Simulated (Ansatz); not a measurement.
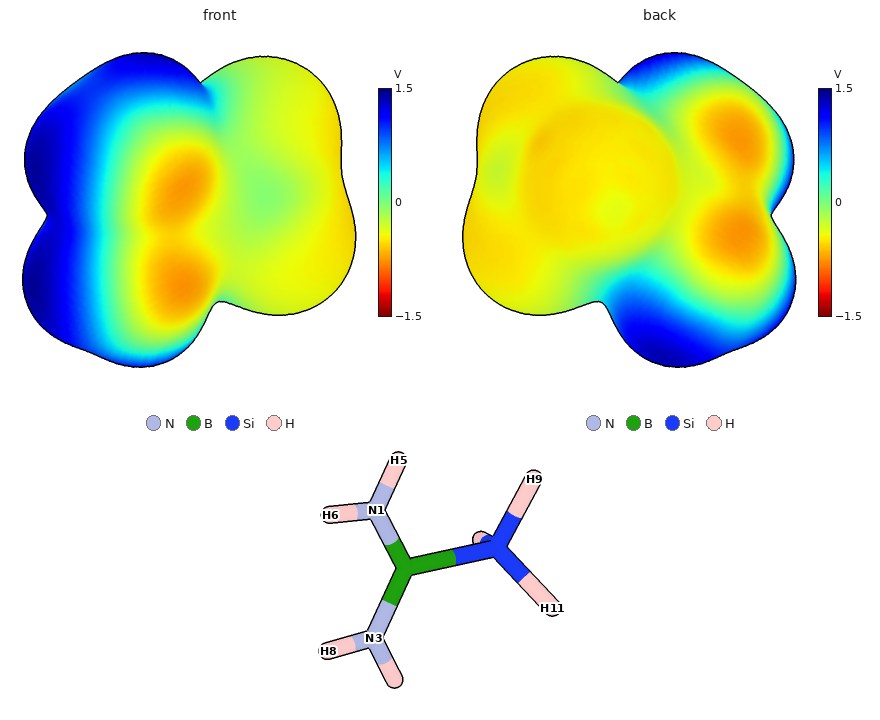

The picture shows: BH$_{7}$N$_{2}$Si. The electrostatic potential painted on the density surface at 0.001 e/bohr³, seen from the front and from behind; red is negative and blue positive. The bare structure is drawn below in the same view.

Level of theory: RKS BLYP-D4/6-31G in Ansatz 0.2.0.

Input file:

```
crystal:
  periodic: [false, false, false]
  atoms:
    - { symbol: "N", position_ang: [-0.8381, 1.513, 0.3059] }
    - { symbol: B, position_ang: [-0.0769, 0.2682, 0.3098] }
    - { symbol: "N", position_ang: [0.3543, -0.326, 1.6192] }
    - { symbol: Si, position_ang: [0.4658, -0.5856, -1.3699] }
    - { symbol: H, position_ang: [-1.8189, 1.3167, -0.1279] }
    - { symbol: H, position_ang: [-1.0491, 1.8623, 1.2837] }
    - { symbol: H, position_ang: [1.4554, -0.3957, 1.5995] }
    - { symbol: H, position_ang: [0.0507, -1.2843, 1.6726] }
    - { symbol: H, position_ang: [-0.1578, 0.1939, -2.4457] }
    - { symbol: H, position_ang: [-0.1651, -1.9547, -1.3584] }
    - { symbol: H, position_ang: [1.8451, -0.6649, -1.4683] }
basis:
  gaussian: { orbitals: "6-31G" }
hamiltonian:
  xc: blyp
  dispersion: d4
relax:
  f_tol: 0.02
  max_steps: 50
output:
  orbitals: {}
```

Run with:

```sh
ansatz run input.yaml --threads 1 --pin off --max-ram 2048MiB --backend cpu --events-out ev --progress --plain --runs-dir out
```

The fields are those of the run's last geometry, not of the input's.

Where is the surface potential most negative and most positive?

Answer. The most negative region (about −0.7 V, or −16 kcal/mol for a unit charge) lies over N1 and N3, the most positive (about +1.4 V, or +32 kcal/mol for a unit charge) over H6 and H8.
